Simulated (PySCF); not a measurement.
# C₃H₄BF₂N: runs on many settings

Aim: see how C₃H₄BF₂N (`[H]/N=C\C=C\B(F)F`) answers to the choice of functional, basis, grid and SCF options.

Programs: PySCF 2.14.0, with density-fitted response routines of our own. Each step states its level of theory. These are calculated values for one molecule, in the gas phase or a continuum, unless marked as measured. Atoms count from 0, in the outputs and in this text.

## (1) The starting structure

11 atoms, charge 0, multiplicity 1; geometry from: GFN2-xTB.

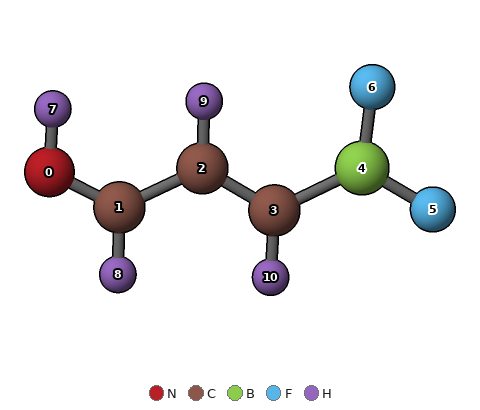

As it starts; nitrogen red, carbon brown, boron green, fluorine blue, hydrogen purple, atoms numbered.

## (2) Ultraviolet spectrum: PBE0/def2-SVPD

What the job is given:

```
{"job": {"kind": "uv", "xc": "PBE0", "basis": "def2-SVPD", "nstates": 25, "ntriplets": 5, "tda": false, "grid": 4}, "charge": 0, "multiplicity": 1}
N     -2.689240     0.661843    -0.061312
C     -1.701550    -0.053069     0.255146
C     -0.293628     0.236382     0.014224
C      0.706719    -0.578770     0.383261
B      2.198944    -0.258566     0.120588
F      3.180674    -1.058912     0.484111
F      2.594498     0.843638    -0.488336
H     -2.453189     1.533417    -0.537204
H     -1.920969    -0.988489     0.763120
H     -0.070203     1.168318    -0.492924
H      0.453369    -1.503123     0.888153
```

Level: TDDFT PBE0/def2-SVPD, vertical, gas phase, core orbitals frozen in the response.

Run with:

```
> OMP_NUM_THREADS=1 python probes_run.py task.json out
```

One launch serves the whole session: the jobs run in the order shown.

Output:

```text
coarse grid: 10064 points
cycle   1  E = -395.2785859871  dE =  8.518e-01  |g| = 6.254e-01  |ddm| = 6.355e+00
cycle   2  E = -395.2003433836  dE =  7.824e-02  |g| = 9.232e-01  |ddm| = 2.656e+00
cycle   3  E = -395.3502048528  dE = -1.499e-01  |g| = 1.244e-01  |ddm| = 1.874e+00
cycle   4  E = -395.3536212067  dE = -3.416e-03  |g| = 4.811e-02  |ddm| = 2.895e-01
cycle   5  E = -395.3541211975  dE = -5.000e-04  |g| = 1.331e-02  |ddm| = 1.361e-01
cycle   6  E = -395.3541613257  dE = -4.013e-05  |g| = 2.202e-03  |ddm| = 3.627e-02
cycle   7  E = -395.3541624110  dE = -1.085e-06  |g| = 7.495e-04  |ddm| = 5.801e-03
final grid: 262312 points
cycle   8  E = -395.4028258178  dE = -4.706e-05  |g| = 6.100e-03  |ddm| = 1.473e-01
cycle   9  E = -395.4028230546  dE =  2.763e-06  |g| = 6.994e-03  |ddm| = 3.848e-02
cycle  10  E = -395.4028350420  dE = -1.199e-05  |g| = 1.635e-03  |ddm| = 2.254e-02
cycle  11  E = -395.4028357422  dE = -7.002e-07  |g| = 2.411e-04  |ddm| = 3.173e-03
cycle  12  E = -395.4028357536  dE = -1.138e-08  |g| = 1.127e-04  |ddm| = 6.421e-04
cycle  13  E = -395.4028357563  dE = -2.677e-09  |g| = 4.035e-05  |ddm| = 2.497e-04
cycle  14  E = -395.4028357566  dE = -3.631e-10  |g| = 8.004e-06  |ddm| = 7.107e-05
converged SCF energy = -395.4028357566

Static polarisability (au): isotropic 61.874, principal 37.420 52.518 95.684

Singlet excitations
state   eV       nm        f      main configurations
  1   3.8525    321.8   0.00221   H->L 0.98
  2   5.7179    216.8   0.63974   H-1->L 0.97
  3   6.4937    190.9   0.00010   H-2->L 0.89, H->L+2 0.09
  4   6.8288    181.6   0.00191   H->L+2 0.87, H-2->L 0.09
  5   7.2931    170.0   0.00117   H-3->L 0.71, H-1->L+2 0.26
  6   7.3403    168.9   0.00072   H-4->L 0.97
  7   7.5341    164.6   0.02168   H->L+1 0.62, H->L+3 0.25, H->L+4 0.11
  8   7.7745    159.5   0.04949   H->L+3 0.69, H->L+1 0.28
  9   7.8411    158.1   0.02171   H-1->L+1 0.96
 10   8.0620    153.8   0.00002   H-5->L 0.96
 11   8.1690    151.8   0.00513   H-1->L+3 0.98
 12   8.1753    151.7   0.03251   H->L+4 0.83, H->L+1 0.08
 13   8.3024    149.3   0.00575   H-1->L+2 0.69, H-3->L 0.23
 14   8.7029    142.5   0.00014   H-7->L 0.90
 15   8.7186    142.2   0.00701   H-1->L+4 0.96
 16   8.8432    140.2   0.00017   H->L+5 0.95
 17   9.0251    137.4   0.02110   H-6->L 0.98
 18   9.2853    133.5   0.01101   H->L+6 0.83
 19   9.3099    133.2   0.04639   H-1->L+5 0.89
 20   9.6074    129.1   0.00884   H-1->L+6 0.93
 21   9.6235    128.8   0.00000   H-8->L 0.61, H-2->L+2 0.32
 22   9.6901    127.9   0.00799   H->L+7 0.91
 23   9.8617    125.7   0.00023   H-2->L+2 0.60, H-8->L 0.30
 24   9.8786    125.5   0.02801   H->L+8 0.91
 25   9.9877    124.1   0.00299   H-1->L+7 0.72, H-1->L+8 0.19

Triplet excitations (Tamm-Dancoff, eV): 3.1742 3.1753 5.2012 5.8639 6.5362
```

It took 38 s on 1 thread of Arm Neoverse V2, shared host; peak memory 0.72 GiB.

The orbitals next to the gap, with their largest atomic shares:

```
orbital      eV                      atoms
 HOMO−3  -10.91  C1 31 %, N0 28 %, C2 20 %
 HOMO−2  -10.80  C3 29 %, B4 13 %, C2 13 %
 HOMO−1   -8.55  C3 30 %, C2 22 %, N0 22 %
   HOMO   -8.06   N0 62 %, C1 15 %, H7 8 %
   LUMO   -2.65  C3 23 %, C2 21 %, N0 19 %
 LUMO+1    0.38    B4 59 %, C3 8 %, C2 7 %
 LUMO+2    0.47  C1 31 %, N0 20 %, C2 15 %
```

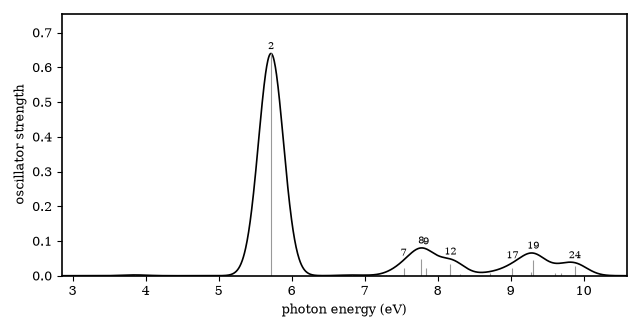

Absorption spectrum from the 25 singlet states computed; above the last one it falls off for lack of states. Lines are broadened to a width of 0.40 eV (Gaussian).

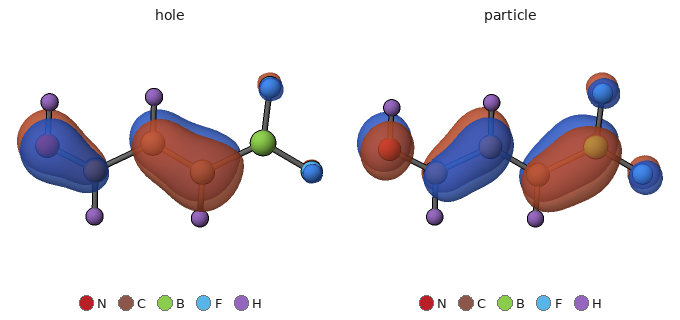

Leading natural transition orbitals of singlet state 2: the electron leaves the hole (left) for the particle orbital (right).

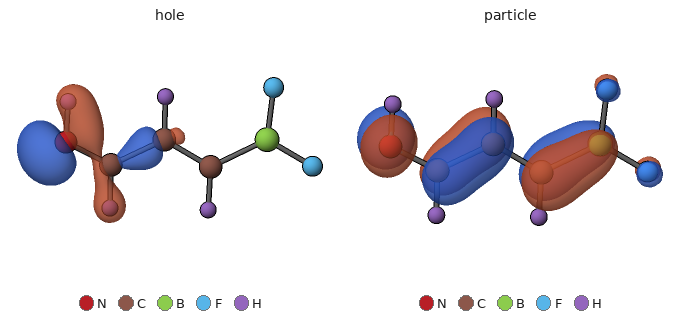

Leading natural transition orbitals of singlet state 1: the electron leaves the hole (left) for the particle orbital (right).

Further results of this job:

```
           property  computed
  dipole moment (D)      0.03
polarisability (Å³)      9.17
 HOMO–LUMO gap (eV)      5.41
      −ε(HOMO) (eV)      8.06
```

The fields below are evaluated on a grid from the run's orbitals.

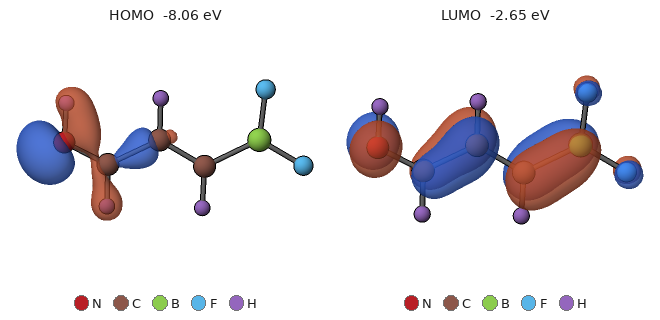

Frontier orbitals at PBE0/def2-SVPD; each surface holds 70 % of the orbital's density, blue and red mark the sign.

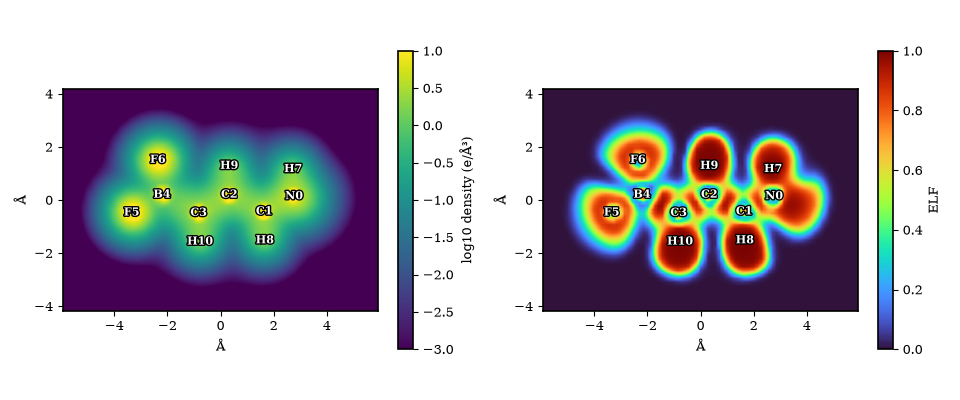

Density (left) and ELF (right) in a plane through or near 11 of the atoms.

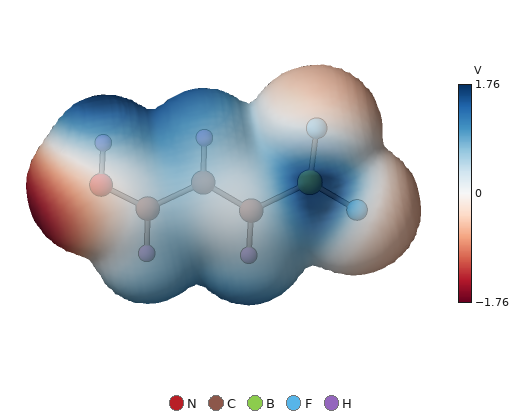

The potential that a unit positive charge feels on the 0.002 e/bohr³ surface, from the 1st to the 99th percentile, from -1.56 V near N0 to 1.76 V near B4.

## (3) Shielding tensors: PBE0/cc-pVDZ in acetone

Same as in step 2 but for these lines:

```diff
@@ -1,2 +1,2 @@
-{"job": {"kind": "uv", "xc": "PBE0", "basis": "def2-SVPD", "nstates": 25, "ntriplets": 5, "tda": false, "grid": 4}, "charge": 0, "multiplicity": 1}
+{"job": {"kind": "nmr", "xc": "PBE0", "basis": "cc-pVDZ", "solvent": "acetone", "pop": true, "grid": 1, "scf": {"aux": "def2-universal-jkfit"}}, "charge": 0, "multiplicity": 1}
 N     -2.689240     0.661843    -0.061312
```

With the program's defaults for keys left out, this is: GIAO PBE0/cc-pVDZ NMR shielding, non-relativistic, IEF-PCM acetone.

Output:

```text
final grid: 46328 points
cycle   1  E = -395.6241314797  dE =  9.326e-01  |g| = 6.659e-01  |ddm| = 6.582e+00
cycle   2  E = -395.5604329238  dE =  6.370e-02  |g| = 9.159e-01  |ddm| = 2.124e+00
cycle   3  E = -395.7025571338  dE = -1.421e-01  |g| = 9.048e-02  |ddm| = 1.188e+00
cycle   4  E = -395.7043500533  dE = -1.793e-03  |g| = 3.910e-02  |ddm| = 1.822e-01
cycle   5  E = -395.7046760303  dE = -3.260e-04  |g| = 1.077e-02  |ddm| = 6.265e-02
cycle   6  E = -395.7047009930  dE = -2.496e-05  |g| = 1.845e-03  |ddm| = 1.937e-02
cycle   7  E = -395.7047016841  dE = -6.910e-07  |g| = 6.106e-04  |ddm| = 3.401e-03
cycle   8  E = -395.7047017719  dE = -8.788e-08  |g| = 2.212e-04  |ddm| = 1.180e-03
cycle   9  E = -395.7047017838  dE = -1.187e-08  |g| = 7.124e-05  |ddm| = 3.927e-04
cycle  10  E = -395.7047017850  dE = -1.179e-09  |g| = 1.395e-05  |ddm| = 1.210e-04
cycle  11  E = -395.7047017850  dE = -4.377e-11  |g| = 3.935e-06  |ddm| = 2.716e-05
converged SCF energy = -395.7047017850

GIAO shielding tensors (ppm)
atom      isotropic    diamagn.    paramagn.     s11        s22        s33       span
  0 N      -73.039     323.480    -396.519   -379.312    -87.294    247.490    626.802
  1 C       32.711     254.579    -221.868    -67.609     33.819    131.923    199.531
  2 C       44.314     256.540    -212.227    -67.981     50.366    150.555    218.536
  3 C       72.740     256.053    -183.313    -23.938     58.773    183.384    207.322
  4 B       90.312     207.643    -117.331     75.260     97.781     97.895     22.635
  5 F      268.566     456.908    -188.343    118.116    303.316    384.265    266.149
  6 F      278.783     463.668    -184.885    121.834    319.930    394.587    272.753
  7 H       20.361      35.447     -15.086     10.347     24.655     26.081     15.734
  8 H       23.402      30.581      -7.179     21.309     22.113     26.784      5.475
  9 H       24.671      35.274     -10.603     20.422     23.813     29.778      9.356
 10 H       25.626      32.839      -7.212     23.538     24.791     28.549      5.011
```

Wall time 6.4 s (1 thread of Arm Neoverse V2, shared host); peak memory 0.59 GiB.

No reference compound was run at this level, so shieldings alone are listed. Atoms listed in one row are averaged.

```
 atoms                    environment  σ (ppm)
    C1                     C=N carbon     32.7
    C2                      alkene CH     44.3
    C3                      alkene CH     72.7
    H7  hydrogen on an imine nitrogen    20.36
    H8       hydrogen on a C=N carbon    23.40
    H9       hydrogen on an alkene CH    24.67
   H10       hydrogen on an alkene CH    25.63
    N0                 imine nitrogen    -73.0
    B4         boron bonded to C, 2 F     90.3
F5, F6           fluorine bonded to B    273.7
```

Charges from the same density, by scheme (e):

| atoms | Mulliken | IAO | Hirshfeld | ESP fit |
| --- | --- | --- | --- | --- |
| N0 | -0.20 | -0.44 | -0.23 | -0.76 |
| C1 | 0.04 | 0.04 | 0.05 | 0.41 |
| C2 | -0.06 | -0.11 | -0.01 | -0.12 |
| C3 | -0.07 | -0.32 | -0.11 | -0.46 |
| B4 | 0.24 | 0.71 | 0.28 | 0.74 |
| F5, F6 | -0.10 | -0.31 | -0.13 | -0.29 |

ESP fit charges:

```
atom  value (e)
  N0      -0.76
  C1       0.41
  C2      -0.12
  C3      -0.46
  B4       0.74
  F5      -0.29
  F6      -0.29
  H7       0.39
  H8       0.05
  H9       0.13
 H10       0.18
```

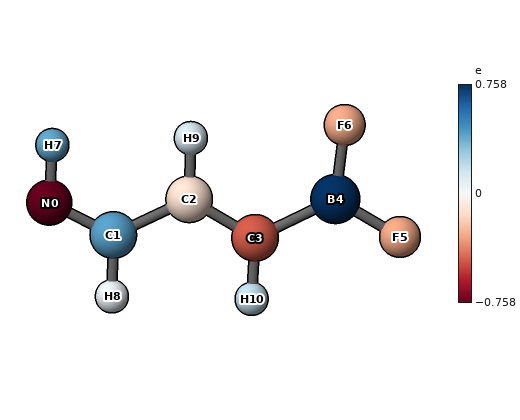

ESP fit charges, as colours on the atoms.

Mayer bond orders: N0–C1 2.08, C1–C2 1.11, C2–C3 1.78, C3–B4 1.08, B4–F5 1.38, B4–F6 1.37.

[end of part 1 of 2]
